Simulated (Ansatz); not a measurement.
# CH3FO: vertical ionisation energy

Aim: the vertical ionisation energy of CH3FO, as cation minus neutral at the neutral's geometry, on several levels, and how well −ε(HOMO) stands in for it.

The runs use Ansatz 0.2.0, Gaussian basis; unrestricted cation, the program's frozen cores in correlated methods.

Levels to be run: UKS PBE-D4/def2-TZVPP; UKS r2SCAN-D4/def2-TZVPP; UKS PBE0-D4/def2-TZVPP; UKS B3LYP-D4/def2-TZVPP; UKS wB97X-V/def2-TZVPP; UKS wB97M-V/def2-TZVPP; UKS B2PLYP/def2-TZVPP; UHF-CCSD(T)/def2-TZVPP; UHF-MP2/def2-QZVPP; extrapolation to the limit; then −ε(HOMO) from the neutral's earlier runs with LDA (SPW92), PBE-D4, revPBE-D4, BLYP-D4, r2SCAN-D4, B97M-V, PBE0-D4, B3LYP-D4, r2SCANh-D4, r2SCAN0-D4, HSE06-D4, BHLYP-D4, CAM-B3LYP-D4, LC-ωPBE, ωB97X-V, ωB97M-V.

## 1. The relaxed structure

An earlier PBE0-D4 in a triple-zeta def2 set relaxation fixed the geometry.

6 atoms, charge 0, spin multiplicity 1.

Atoms are counted from 1 here; the program's logs count them from 0.

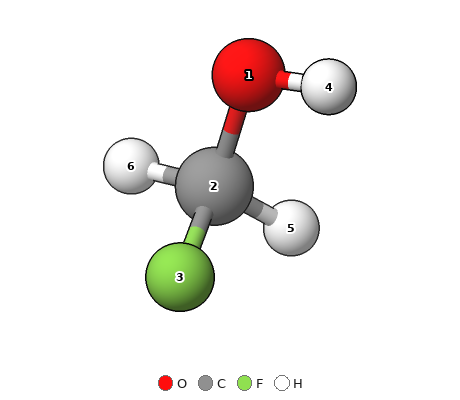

The geometry (oxygen red, carbon grey, fluorine green, hydrogen white); atoms are numbered from 1 in the order of the file.

Coordinates:

```tsv
atom	x (Å)	y (Å)	z (Å)
O1	-0.7940	-0.6972	-0.2474
C2	0.2502	0.0490	0.2308
F3	-0.0941	1.3832	0.3238
H4	-0.9287	-0.4951	-1.1780
H5	1.1368	0.0049	-0.4125
H6	0.4721	-0.3088	1.2373
```

## 2. Cation, UKS PBE-D4/def2-TZVPP

Input file in.yaml:

```yaml
crystal:
  periodic: [false, false, false]
  atoms:
    - {symbol: O, position_ang: [-0.794015, -0.697182, -0.247427]}
    - {symbol: C, position_ang: [0.250179, 0.049047, 0.230771]}
    - {symbol: F, position_ang: [-0.094133, 1.383180, 0.323817]}
    - {symbol: H, position_ang: [-0.928749, -0.495103, -1.178017]}
    - {symbol: H, position_ang: [1.136763, 0.004867, -0.412547]}
    - {symbol: H, position_ang: [0.472055, -0.308811, 1.237302]}
basis:
  gaussian: {orbitals: def2-TZVPP}
total_charge: 1
magnetization: {spin_polarized: true, initial_magnetization: 1}
hamiltonian: {xc: pbe, dispersion: d4}
```

Further steps of the session: Cation, UKS r2SCAN-D4/def2-TZVPP; Cation, UKS PBE0-D4/def2-TZVPP; Cation, UKS B3LYP-D4/def2-TZVPP; Cation, UKS wB97X-V/def2-TZVPP; Cation, UKS wB97M-V/def2-TZVPP; Cation, UKS B2PLYP (frozen core)/def2-TZVPP; Cation, UHF-CCSD(T)/def2-TZVPP; Cation, UHF-MP2/def2-QZVPP.

Q: Predict the results of all the runs planned. Wanted: ionisation energy, CCSD(T)/CBS; nearest functional by difference; nearest −ε(HOMO); −ε(HOMO) of PBE; T1 of the cation.

As calculated:

| quantity | value |
| --- | --- |
| ionisation energy, CCSD(T)/CBS | 12.50 eV |
| nearest functional by difference | B2PLYP (-0.24 eV) |
| nearest −ε(HOMO) | LC-ωPBE (-0.50 eV) |
| −ε(HOMO) of PBE | 7.37 eV |
| T1 of the cation | 0.049 |

By cation minus neutral, the functionals miss by 0.97 eV at most. −ε(HOMO) of PBE misses by 5.1 eV, since self-interaction lifts the level. Among orbital estimates LC-ωPBE comes nearest. Hartree-Fock falls 1.49 eV short, as the neutral has more correlation energy than the cation. The cation's T1 (from the report) is 0.049, above the customary mark of 0.045 for open shells, so the coupled-cluster value is less safe.
